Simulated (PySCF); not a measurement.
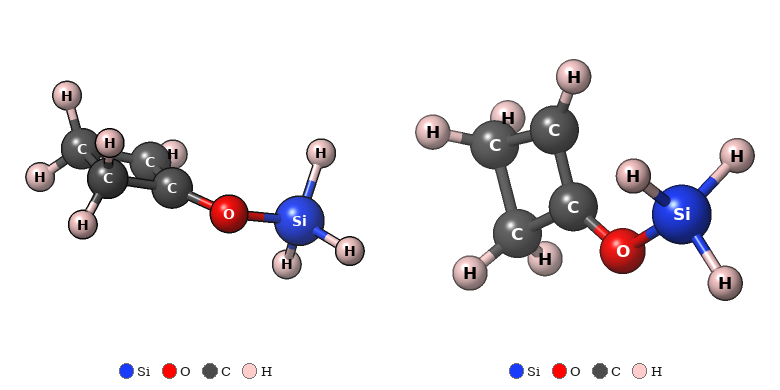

Two views of one molecule.

The computed structure is the end point of a PBE0-D3(BJ)/def2-SVP optimisation. No frequency run is at hand to confirm it as a minimum.

Identify the structure.

It has 14 atoms: 4 carbon, 8 hydrogen, 1 oxygen and 1 silicon (C₄H₈OSi). SMILES: `[SiH3]OC1=CCC1`. Independent rings (smallest set): 1 of 4 members. Among its groups: alkene, Si–H bond, Si–O bond. Coordination, clear cases only: 1 Si tetrahedral; 1 O bent; 1 C trigonal planar.

More results for the same structure follow; atom numbers are the same in all pictures, views and colours differ.

Shape

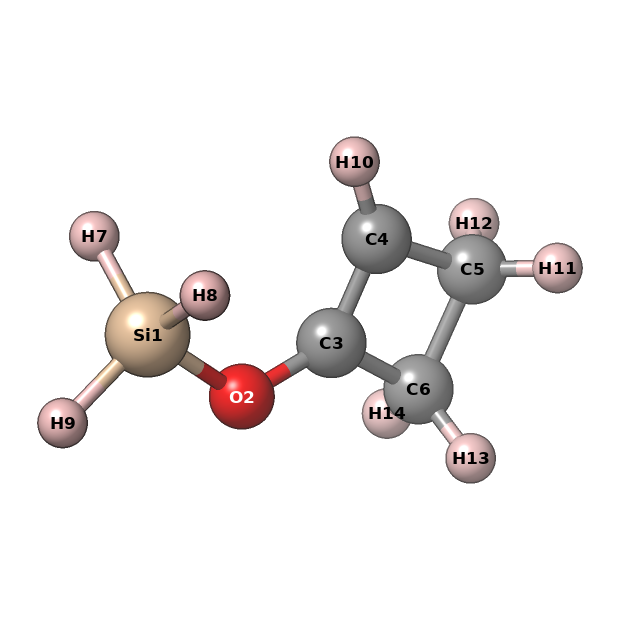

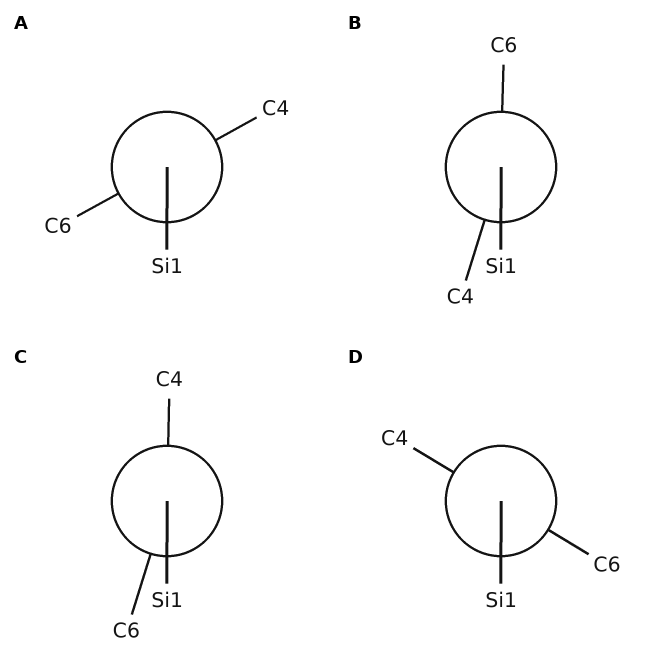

Depth is shown by fading: the farther an atom, the more it takes the colour of the background. Bonds that would overlap in a projection are set slightly apart. No frequency run is at hand to confirm it as a minimum.

Which Newman projection shows the view along O2–C3, with O2 in front?

B. The torsion angle Si1–O2–C3–C6 is −179°, antiperiplanar (anti).

Ring current

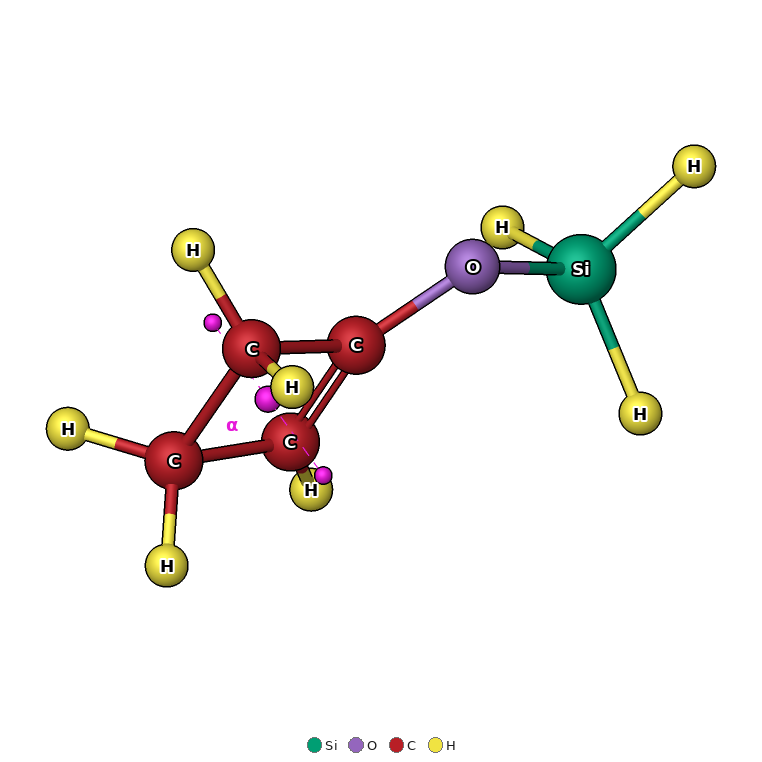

The small points mark where nucleus-independent chemical shifts (NICS) were computed: at the centre of each lettered ring and 1 Å above and below it. No frequency run is at hand to confirm it as a minimum. Method: GIAO PBE0/aug-cc-pVDZ NMR shielding, non-relativistic, gas phase (PySCF 2.14.0).

Give NICS(0), NICS(1) and the out-of-plane component NICS(1)zz for each ring (means of the two sides).

```tsv
ring	members	NICS(0)	NICS(1)	NICS(1)zz
α	C4	−5.8	−2.2	−1.9
```

Values in ppm.

Dipole moment

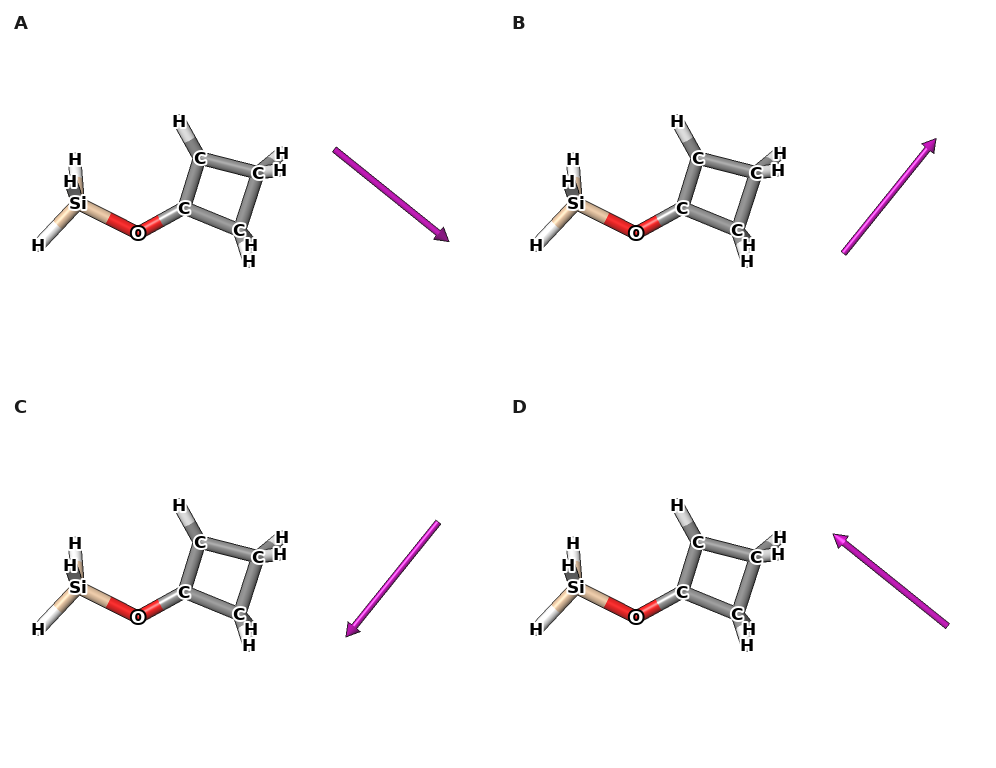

The same molecule four times, each with an arrow. No frequency run is at hand to confirm it as a minimum. Properties computed with PBE0/cc-pVDZ, gas phase (PySCF 2.14.0).

Which arrow points along the dipole moment, from the negative to the positive end?

D. The dipole moment is 0.61 D.

NMR shielding

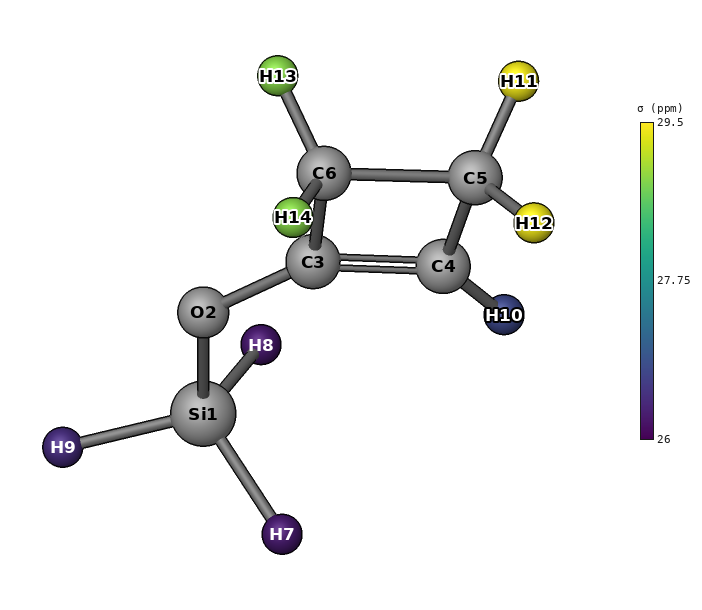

Atoms are coloured by their isotropic NMR shieldings (H only, the others grey). No frequency run is at hand to confirm it as a minimum. Level of theory: GIAO PBE0/6-311+G(2d,p) NMR shielding, non-relativistic, gas phase (PySCF 2.14.0).

Which H atom is the most shielded (lowest chemical shift)?

H11, H12 (29.41 to 29.42 ppm).

Which H atom is the least shielded (highest chemical shift)?

H7, H8 (26.26 ppm).

How wide is the range of H shifts?

3.16 ppm.

Give the isotropic NMR shieldings of the H atoms atom by atom.

```json
{"atom": "H7", "σ (ppm)": "26.26"}
{"atom": "H8", "σ (ppm)": "26.26"}
{"atom": "H9", "σ (ppm)": "26.46"}
{"atom": "H10", "σ (ppm)": "26.77"}
{"atom": "H11", "σ (ppm)": "29.42"}
{"atom": "H12", "σ (ppm)": "29.41"}
{"atom": "H13", "σ (ppm)": "28.86"}
{"atom": "H14", "σ (ppm)": "28.87"}
```
